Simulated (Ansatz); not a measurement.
**CH₃FNO (SMILES N[C](O)F) (doublet): density, localisation and related maps**

```xyz
7

C     0.7213    0.7188    1.2193
F     2.0074    0.3112    1.2787
N     0.6007    1.7997    0.3430
O     0.1476    0.8884    2.4172
H    -0.3712    2.0258    0.1539
H     1.1073    1.6570   -0.5259
H     0.4315    1.7432    2.7887
```

Geometry: PBE0-D3(BJ)/def2-SVP.

Theory: Ansatz, isolated molecule in a Gaussian basis; Kohn-Sham density functional theory, functional PBE0.

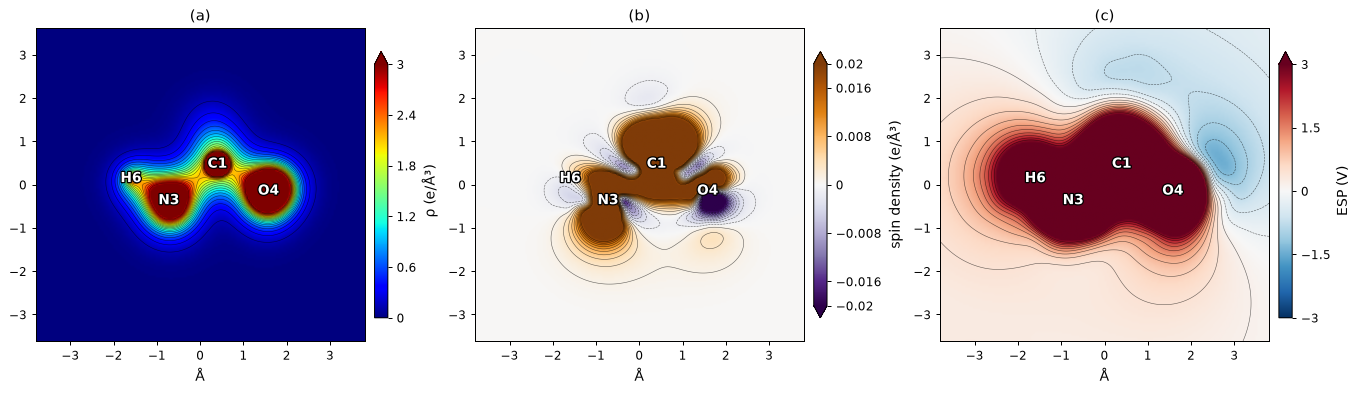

Figure 1. (a) total electron density; (b) spin density; (c) electrostatic potential on the plane of atoms N3, C1 and O4.

Q: Describe what can be read from this map.

A:
- The section cuts through C, N, O and H sites.
- C–O (1.34 Å): ρ at the midpoint is about 2.5 e/Å³.
- C–N (1.40 Å): ρ at the midpoint is about 2.2 e/Å³.
- N–H (1.02 Å): ρ is about 2.9 e/Å³ halfway.
- The unpaired spin (1 electron) lies mostly on C1 (about 0.6), N3 (about 0.1) and F2 (about 0.1), in electrons by Hirshfeld's partition.
- Outside the dense part of the molecule the potential is most negative (−1.5 V) near O4.

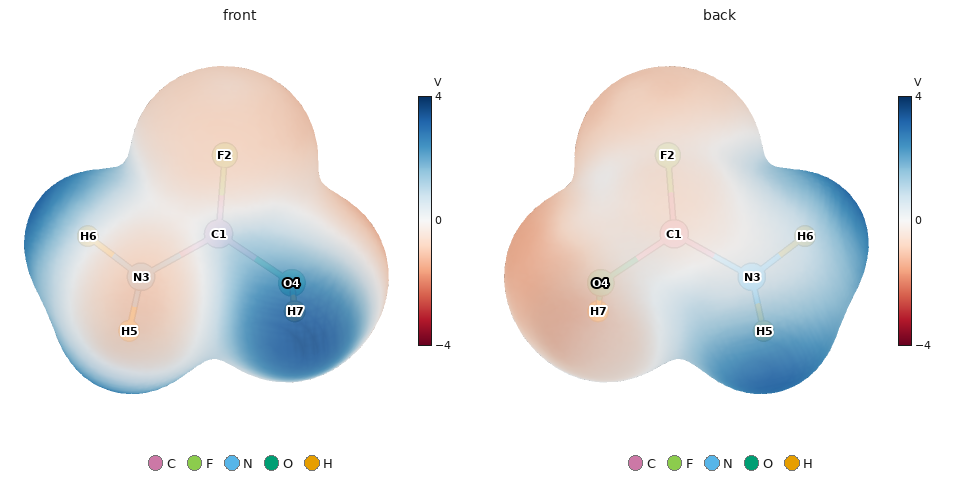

Figure 2. The molecular electrostatic potential painted on the density surface at 0.004 e/bohr³, seen from the front and from behind; the colour scale runs from red (negative) to blue (positive).

Q: Where is the surface potential most negative and most positive?

A: The most negative region (about −1.4 V) lies over O4, the most positive (about +3.3 V) over H7. O4 is the likeliest acceptor of a hydrogen bond.

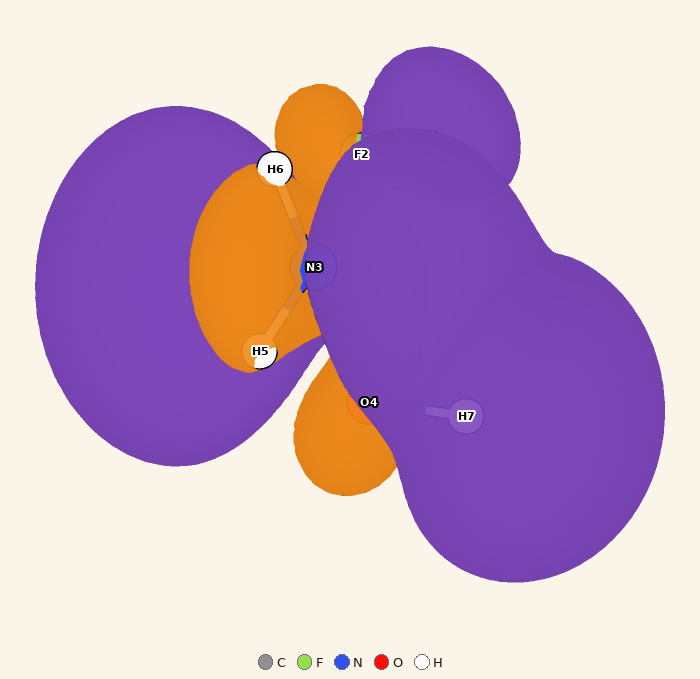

Figure 3. The LUMO (β) at ±0.06 Å⁻³ᐟ² (orange and purple are the two phases), seen at an oblique angle.

Q: What is the character of this orbital?

A: It lies mainly on C1 (about 50 %), H7 (about 15 %), N3 (about 15 %), O4 (about 10 %) and F2 (about 10 %). Its energy is −1.09 eV.
